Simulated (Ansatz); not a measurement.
# Amorphous Al28O43Ca

It comes from a melt-quench run on a machine-learned potential (CHGNet), relaxed afterwards by DFT. O atoms were pushed apart under 1.9 Å during the dynamics, to hinder bonds among them. The hot cell started wider than the set density and was brought back towards it in steps. It is the lowest in DFT energy of 2 quenches. It is a model cell: composition and starting density were chosen by hand, and all elements were melted together. No dispersion term was used.

Methods: PBE, scalar-relativistic without spin-orbit coupling (Ansatz, a quantum-chemistry and plane-wave program); r2SCAN, scalar-relativistic without spin-orbit coupling (Ansatz); HSE06, scalar-relativistic without spin-orbit coupling (Ansatz). Geometry, pressure, stress and energy are those of the PBE run. Its sampling: a 2×2×2 Γ-centred mesh; Fermi-Dirac width 0.02 eV; no spin polarisation. Other functionals are single points at the zone centre (r2SCAN at 500 eV; exact exchange cut at the cell's faces), free to take moments where seeds were set. At PBE the levels at the filled edge of the gap are localised (band-tail or defect states), and the nearest spread-out levels lie 4.3 eV apart at the zone centre.

| Item | Result |
|---|---|
| Number of atoms in the cell | 72 |
| Density (held, not predicted) | 3.11 g/cm³ |
| Volume per atom | 11.01 Å^3 |
| Pressure on a 2×2×2 Γ-centred mesh | 4.58 GPa |
| Largest force and stress component on that mesh (the relaxation ran on the zone centre alone) | 0.04 eV/Å and 4.6 GPa |
| Level gap on a 2×2×2 Γ-centred mesh (PBE) | 3.73 eV |
| Level gap at the zone centre (PBE) | 3.76 eV |
| Level gap at the zone centre (r2SCAN) | 4.39 eV |
| Level gap at the zone centre (HSE06) | 5.46 eV |

Neighbours within Al-Al 2.66 Å, Al-O 2.36 Å, Al-Ca 3.27 Å, O-O 1.58 Å, O-Ca 2.90 Å, Ca-Ca 3.87 Å count as bonded. Two cations that share two anions don't count as bonded, nor two that share one unless they lie closer than Al-Al 2.59 Å, Al-Ca 3.18 Å, Ca-Ca 3.77 Å.

| Property | Result |
|---|---|
| Mean coordination of Al by anions | 4.57 (13 with 4, 14 with 5, 1 with 6) |
| Mean coordination of O | 3.12 (1 with 2, 36 with 3, 6 with 4) |
| Mean coordination of Ca by anions | 6.00 (1 with 6) |
| Mean Al-O bond | 1.835 Å (spread 0.094 Å, 128 counted) |
| Mean O-Ca bond | 2.425 Å (spread 0.089 Å, 6 counted) |

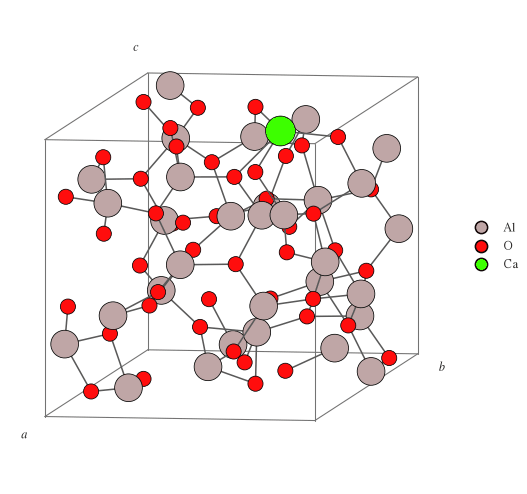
*The relaxed cell*

Its density started from a set value of 3.11 g/cm³. Cooling (nominally 340 K/ps over its main leg) ran many orders faster than in experiment, which tends to leave more defects and strain. One small periodic cell is one sample of the glass; other quenches scatter about these values. The volume was held where the preparation left it and the shape relaxed, at a PBE pressure of 4.6 GPa. Stress components on the final sampling reach 4.6 GPa.
